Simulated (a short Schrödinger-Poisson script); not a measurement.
Stack: MOS inversion layer, SiO2 on p-type Si(100), at 300 K.

```
layer  material  thickness (nm)  Na (cm⁻³)
-----  --------  --------------  ---------
1          SiO2             2.7          -
2            Si            1100       7e16
```

Constants are typed, rounded textbook-type inputs, not results; the design itself was drawn at random and stands for no fabricated device. SiO2: permittivity 3.9, conduction-band edge (eV) 3.15, gap (eV) 9, electron mass (mₑ) 0.5. Si: permittivity 11.7, conduction-band edge (eV) 0, gap (eV) 1.124, Nv at 300 K (cm⁻³) 3.1e19.

Channel valleys (confinement mass, in-plane density-of-states mass, number): Δ2 0.916, 0.19, 2; Δ4 0.19, 0.417, 4. At the gate the conduction-band edge of layer 1 lies 3.35 eV − eVg above the Fermi level of the channel; the field vanishes at the back. Gaps are held at their typed values at every temperature. Mesh 0.03 nm at interfaces.

From a short Schrödinger-Poisson script (our own, NumPy): 1D Poisson equation in equilibrium, electrons quantum, Hartree (BenDaniel-Duke, 12 states a valley, the channel's in-plane mass for all, wave functions ending at the dielectric), parabolic valleys, classical holes, full ionisation, no traps, pinning or gate leakage.

Only gate voltages with over 1e8 electrons/cm² are shown.

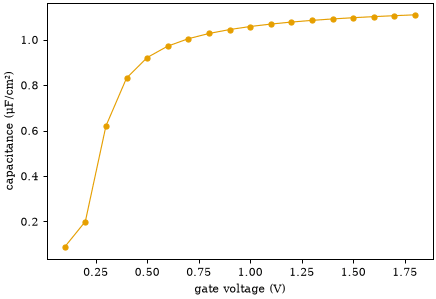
Figure: Quasi-static capacitance against gate voltage

| Vg (V) | electrons (cm⁻²) | C (μF/cm²) | Δ2 E0 (meV) | Δ2 E1 (meV) | Δ4 E0 (meV) | Δ4 E1 (meV) |
|---|---|---|---|---|---|---|
| 0.1 | 9.29e8 | 0.0877 | 246.1 | 278.3 | 275.8 | 329.3 |
| 0.2 | 2.68e10 | 0.200 | 157.9 | 191.7 | 189.1 | 245.0 |
| 0.3 | 2.53e11 | 0.620 | 97.4 | 134.4 | 131.6 | 190.4 |
| 0.4 | 7.05e11 | 0.831 | 67.5 | 109.1 | 106.3 | 168.3 |
| 0.5 | 1.25e12 | 0.921 | 49.4 | 95.8 | 92.9 | 157.6 |
| 0.6 | 1.84e12 | 0.971 | 36.3 | 87.2 | 84.3 | 151.3 |
| 0.7 | 2.46e12 | 1.00 | 26.0 | 81.1 | 78.1 | 147.2 |
| 0.8 | 3.09e12 | 1.03 | 17.3 | 76.4 | 73.4 | 144.2 |
| 0.9 | 3.73e12 | 1.04 | 9.9 | 72.6 | 69.6 | 142.0 |
| 1 | 4.39e12 | 1.06 | 3.2 | 69.4 | 66.4 | 140.2 |
| 1.1 | 5.05e12 | 1.07 | -2.9 | 66.7 | 63.7 | 138.8 |
| 1.2 | 5.72e12 | 1.08 | -8.5 | 64.3 | 61.3 | 137.6 |
| 1.3 | 6.40e12 | 1.08 | -13.8 | 62.2 | 59.1 | 136.6 |
| 1.4 | 7.08e12 | 1.09 | -18.7 | 60.2 | 57.2 | 135.7 |
| 1.5 | 7.76e12 | 1.10 | -23.4 | 58.4 | 55.4 | 134.9 |
| 1.6 | 8.44e12 | 1.10 | -28.0 | 56.7 | 53.7 | 134.2 |
| 1.7 | 9.13e12 | 1.11 | -32.4 | 55.1 | 52.1 | 133.5 |
| 1.8 | 9.82e12 | 1.11 | -36.6 | 53.6 | 50.6 | 132.9 |

Subbands count from the Fermi level.
